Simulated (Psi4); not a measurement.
# SiHClF2 (SMILES F[SiH](F)Cl) at MP2/cc-pVQZ (density fitting, density fitting for correlation, sweep point 3)

What is the vertical electron affinity of SiHClF2 at MP2/cc-pVQZ (density fitting, density fitting for correlation, sweep point 3)? 

The calculation is run with Psi4 1.11.

**1. Starting point**

SiHClF2: 5 atoms, total charge 0, spin state singlet. SMILES: `F[SiH](F)Cl`. The coordinates come from a PBE0-D4/def2-TZVP relaxation.

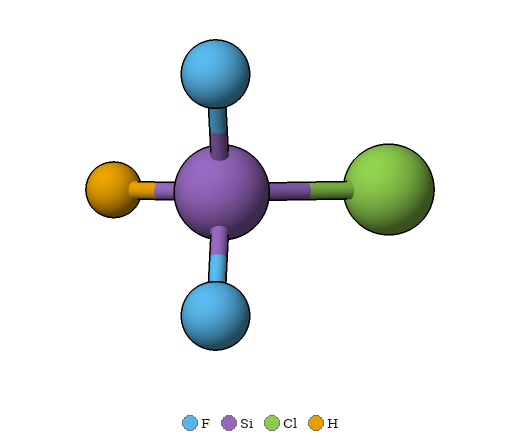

The structure, seen from a chosen angle (fluorine blue, silicon purple, chlorine green, hydrogen amber).

**2. A single-point energy at MP2/cc-pVQZ (density fitting, density fitting for correlation, sweep point 3)**

clf2hsi.inp reads:

```
memory 1600 MB

molecule {
  F     -0.64175099    -1.17427581     2.68360007
  Si     0.18122474    -0.00037795     0.07143165
  F     -0.06330583     2.96082289     0.29574214
  Cl    -2.18735799    -1.23966034    -2.64845116
  H      2.80548740    -0.68597058    -0.48036838
  units au
  symmetry c1
}

set puream true
set scf_type df
set num_frozen_docc 12

E, wfn = energy("mp2/cc-pVQZ", return_wfn=True)
print_variables()
```

Command:

```console
$ psi4 clf2hsi.inp clf2hsi.out -n 1
```

clf2hsi.out:

```text
[...]
  Running in c1 symmetry.
[...]
  Nuclear repulsion =  230.926516300095159
[...]
  Multiplicity = 1
[...]
  Nalpha       = 25
  Nbeta        = 25
[...]
    Number of basis functions: 258
[...]
   @DF-RHF iter   1:  -948.16403378530163   -6.52973e-01   1.72411e-03 DIIS/ADIIS
[...]
   @DF-RHF iter  10:  -948.23151308660670   -5.87761e-11   6.43060e-09 DIIS
[...]
    Orbital Energies [Eh]
    ---------------------
    Doubly Occupied:
       1A   -104.855627     2A    -68.896748     3A    -26.316288
       4A    -26.316278     5A    -10.583427     6A     -8.050224
       7A     -8.049047     8A     -8.049044     9A     -6.232309
      10A     -4.340613    11A     -4.340545    12A     -4.339159
      13A     -1.632526    14A     -1.613172    15A     -1.129316
      16A     -0.815390    17A     -0.743186    18A     -0.722494
      19A     -0.714601    20A     -0.685957    21A     -0.669062
      22A     -0.618003    23A     -0.541952    24A     -0.500299
      25A     -0.493870
[...]
  @DF-RHF Final Energy:  -948.23151308660670
   => Energetics <=
    Nuclear Repulsion Energy =            230.9265163000951588
    One-Electron Energy =               -1775.8177849075354970
    Two-Electron Energy =                 596.6597555208337553
    Total Energy =                       -948.2315130866066966
[...]
 Multipole Moments:
 ------------------------------------------------------------------------------------
     Multipole            Electronic (a.u.)      Nuclear  (a.u.)        Total (a.u.)
 ------------------------------------------------------------------------------------
 L = 1.  Multiply by 2.5417464519 to convert [e a0] to [Debye]
 Dipole X            :         -1.5859234            2.0211936            0.4352702
 Dipole Y            :          0.5279089           -0.7283346           -0.2004257
 Dipole Z            :          0.5302124           -0.7717668           -0.2415544
 Magnitude           :                                                    0.5366369
[...]
```

Wall time 6 s (1 thread of AMD EPYC 9B45 (Zen 5), shared host); peak memory 0.64 GiB.

**3. The doublet anion**

job.inp reads:

```
memory 1600 MB

molecule mol {
  -1 2
  F     -0.64175099    -1.17427581     2.68360007
  Si     0.18122474    -0.00037795     0.07143165
  F     -0.06330583     2.96082289     0.29574214
  Cl    -2.18735799    -1.23966034    -2.64845116
  H      2.80548740    -0.68597058    -0.48036838
  units bohr
  symmetry c1
}

set {
  reference       uhf
  puream          true
  scf_type        df
  num_frozen_docc 12
  maxiter         100
}

e_tot, wfn = energy("mp2/cc-pVQZ", return_wfn=True)
```

Command:

```console
$ psi4 -n 1 job.inp job.out
```

job.out:

```text
[...]
  Running in c1 symmetry.
[...]
  Nuclear repulsion =  230.926516300095159
[...]
  Multiplicity = 2
[...]
  Nalpha       = 26
  Nbeta        = 25
[...]
    Number of basis functions: 258
[...]
   @DF-UHF iter   1:  -948.03255241818761   -5.21492e-01   1.83672e-03 DIIS/ADIIS
[...]
   @DF-UHF iter  14:  -948.12156800703076   -3.83125e-11   8.06987e-09 DIIS
[...]
   @S^2 Observed:                7.557843583E-01
[...]
    Orbital Energies [Eh]
    ---------------------
    Alpha Occupied:
       1A   -104.659715     2A    -68.674281     3A    -26.112435
       4A    -26.112422     5A    -10.388027     6A     -7.854686
       7A     -7.854680     8A     -7.853822     9A     -6.009687
      10A     -4.119221    11A     -4.118448    12A     -4.116396
      13A     -1.434311    14A     -1.415288    15A     -0.936254
      16A     -0.614926    17A     -0.546400    18A     -0.525777
      19A     -0.515225    20A     -0.486387    21A     -0.473007
      22A     -0.419970    23A     -0.336225    24A     -0.317280
      25A     -0.295887    26A      0.098306
    Alpha Virtual:
[...]
  @DF-UHF Final Energy:  -948.12156800703076
   => Energetics <=
    Nuclear Repulsion Energy =            230.9265163000951588
    One-Electron Energy =               -1785.9048225988203740
    Two-Electron Energy =                 606.8567382916945689
    Total Energy =                       -948.1215680070307599
  UHF NO Occupations:
  HONO-2 :   24  A 1.9997933
  HONO-1 :   25  A 1.9975638
  HONO-0 :   26  A 1.0000000
  LUNO+0 :   27  A 0.0024362
  LUNO+1 :   28  A 0.0002067
[...]
 Multipole Moments:
 ------------------------------------------------------------------------------------
     Multipole            Electronic (a.u.)      Nuclear  (a.u.)        Total (a.u.)
 ------------------------------------------------------------------------------------
 L = 1.  Multiply by 2.5417464519 to convert [e a0] to [Debye]
 Dipole X            :         -3.1262550            2.0211936           -1.1050614
 Dipole Y            :          0.9295954           -0.7283346            0.2012608
 Dipole Z            :          0.8518487           -0.7717668            0.0800818
 Magnitude           :                                                    1.1260905
[...]
```

Run time: 9.3 s. Hardware: 1 thread of AMD EPYC 9B45 (Zen 5), shared host; peak memory 0.64 GiB.

**4. Results**

Level: MP2/cc-pVQZ (density fitting, density fitting for correlation, sweep point 3), 12 core orbitals frozen.

| quantity | value |
| --- | --- |
| singlet SiHClF2: total energy | -949.11236 Eh |
| singlet SiHClF2: HOMO energy (Hartree–Fock orbitals) | -13.44 eV |
| singlet SiHClF2: LUMO energy (Hartree–Fock orbitals) | 3.26 eV |
| singlet SiHClF2: HOMO–LUMO gap (Hartree–Fock orbitals) | 16.70 eV |
| singlet SiHClF2: correlation energy (12 core orbitals frozen) | -880.8 mEh |
| doublet anion: total energy | -949.02324 Eh |
| doublet anion: HOMO energy (Hartree–Fock orbitals) (highest over α and β) | 2.68 eV |
| doublet anion: LUMO energy (Hartree–Fock orbitals) (lowest over α and β) | 7.61 eV |
| doublet anion: correlation energy (12 core orbitals frozen) | -901.7 mEh |
| doublet anion: ⟨S²⟩ of the reference determinant | 0.756 |
| vertical electron affinity (to the doublet anion) | -2.425 eV |

The anion lies 2.43 eV (56 kcal/mol) above the neutral: the electron isn't bound at this level, and such a value depends on the basis. Without diffuse functions anions come out too high. The HOMO (doublet anion) lies at positive energy, 2.68 eV: the electron is unbound at this level or held by a compact basis; values depend on the basis.
